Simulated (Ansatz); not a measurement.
```xyz
4

C     0.0000    0.0000   -0.6700
Ga    0.0000    0.0000    2.4726
O     0.0000    0.0000    0.5799
Si    0.0000    0.0000   -2.3826
```

Geometry: PBE0-D3(BJ)/def2-SVP.

Computed with Ansatz, isolated molecule in a Gaussian basis; Kohn-Sham density functional theory, functional PBE0.

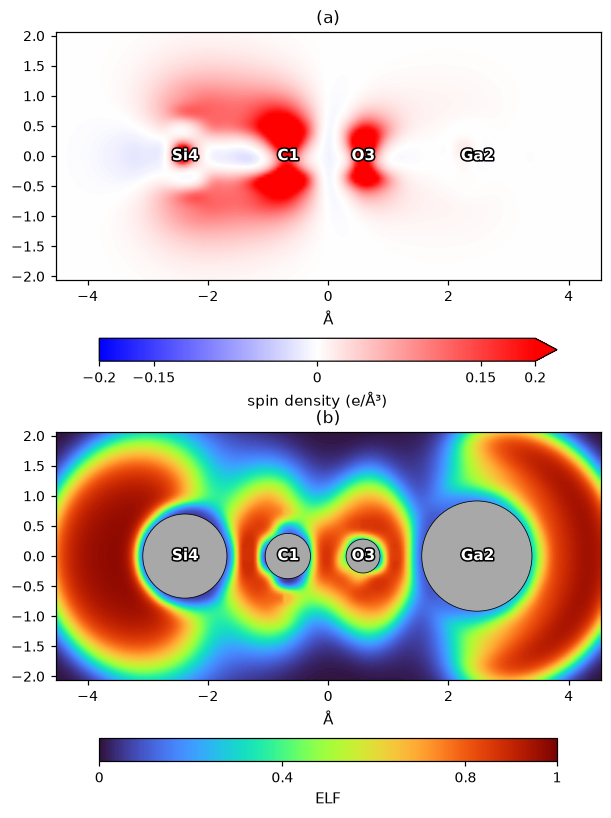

CGaOSi (SMILES [Si]#C[O][Ga]) (doublet). (a) spin density (α minus β); (b) electron localisation function on a plane that holds the molecular axis. Grey discs cover the atomic cores in the ELF map.

Question: What does the map show?

Answer: Atoms in the plane: C, Ga, O and Si.
C–O (1.25 Å): the ELF peaks at about 0.85 between the atoms (a short, strongly polar bond).
C–Si (1.71 Å): the ELF peaks at about 0.85 between the atoms (a covalent bond).
Ga–O (1.89 Å): the ELF peaks at about 0.85 in the valence shell of O, 0.6 Å from its nucleus, and is about 0.15 at the midpoint.
The ELF also peaks beside Si4 and O3, away from the bonds: non-bonding electrons, paired or unpaired.
The unpaired spin (1 electron) lies mostly on Si4 (about 0.4), C1 (about 0.4) and O3 (about 0.1), in electrons by Hirshfeld's partition.
